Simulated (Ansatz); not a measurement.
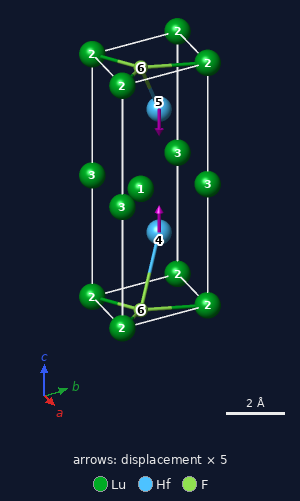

This is a relaxation of a crystal of Lu₃Hf₂F (a generated structure, set up in P-6m2) (coarse preliminary run). The starting structure is drawn; purple arrows show the displacements (the part carried along by the change of the cell is left out), 5 times their true length.

Style: ball-and-stick. Shown: the cell of the calculation, slightly off an axis.

Level of theory: DFT PBE, scalar-relativistic, plane waves, PAW (Ansatz). (plane-wave cutoff 420 eV; k-point mesh 6 × 6 × 2; occupations gaussian; smearing width 0.1 eV; no spin polarisation; cell and atoms relaxed; force threshold 0.04 eV/Å; at most 70 steps)

Which element moves most?

Hafnium: up to 0.20 Å, against 0.00 Å for lutetium.

What did the optimiser do to the structure, and how much energy did it gain?

Over 10 accepted moves (12 points after the start) the energy falls by 662 meV per atom. Largest force component: 1.4 eV/Å at the start, 0.00069 eV/Å at the end. Pressure: 9.21 GPa at the start and 0.05 GPa at the end. The SCF was repeated twice at an unchanged geometry on a basis and grid sized afresh for the cell, which shifted the energy by 49.4 meV per atom at most. The largest moves relative to the cell, 0.20 Å, are those of Hf4 and Hf5. Hf5 goes along −c. Lu and F stay in place. The volume changes by +11.8 %, with a = b 4.143 → 5.170 Å (+24.8 %), c 8.726 → 6.264 Å (−28.2 %). Some distances before and after: Hf4–Hf5 4.429 → 2.787 Å, Lu1–F6 4.363 → 3.132 Å, Lu2–Lu3 4.363 → 3.132 Å, Hf4–Hf5 (another image) 4.297 → 3.477 Å. The space group stays P-6m2 (No. 187). Cost: 15 min on 1 thread of Intel(R) Xeon(R) Processor @ 2.50GHz (Skylake/Cascade Lake), on a shared host, peak memory 0.51 GiB.
